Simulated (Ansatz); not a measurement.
```yaml
atoms:
  - { symbol: Ga, position_ang: [0.0091, -0.1587, -0.1428] }
  - { symbol: H, position_ang: [0.0273, -0.4746, 1.3945] }
  - { symbol: N, position_ang: [1.5675, -0.1023, -1.0572] }
  - { symbol: H, position_ang: [2.4777, -0.1215, -0.6151] }
  - { symbol: H, position_ang: [1.6471, 0.1382, -2.0390] }
  - { symbol: N, position_ang: [-1.5676, -0.0452, -1.0271] }
  - { symbol: H, position_ang: [-2.4549, 0.0009, -0.5424] }
  - { symbol: H, position_ang: [-1.6618, 0.1984, -2.0044] }
  - { symbol: F, position_ang: [0.0312, 2.1684, 1.5819] }
  - { symbol: H, position_ang: [0.0620, 1.3079, 1.9241] }
```

Theory: Ansatz 0.2.0, RKS CAM-B3LYP-D4/def2-SVP.

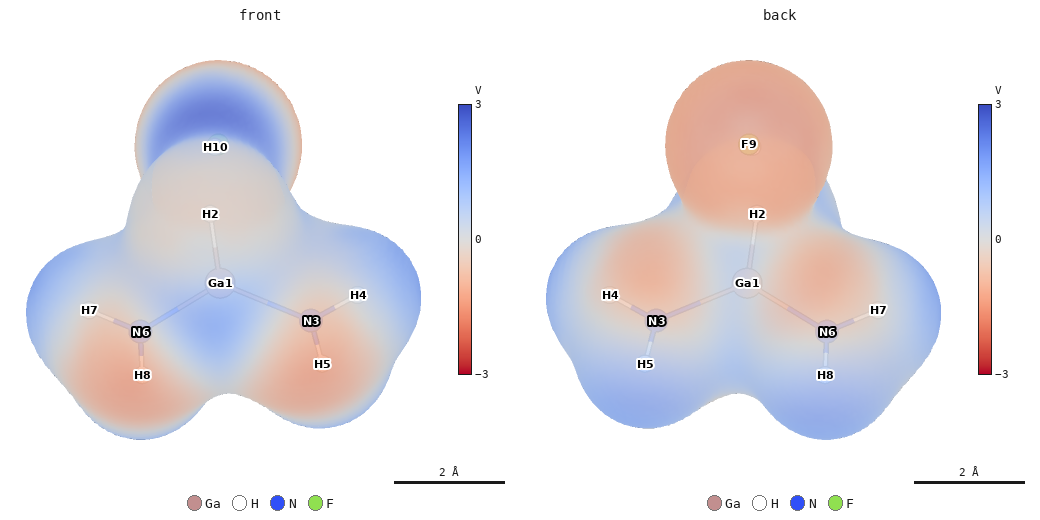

GaH5N2···HF. The electrostatic potential painted on the density surface at 0.002 e/bohr³, seen from the front and from behind; the colour scale runs from red (negative) to blue (positive).

Describe the electrostatic potential map.

Answer. The most negative region (about −1.2 V, or −28 kcal/mol for a unit charge) lies over N3, N6 and F9, the most positive (about +2.2 V, or +51 kcal/mol for a unit charge) over H10.
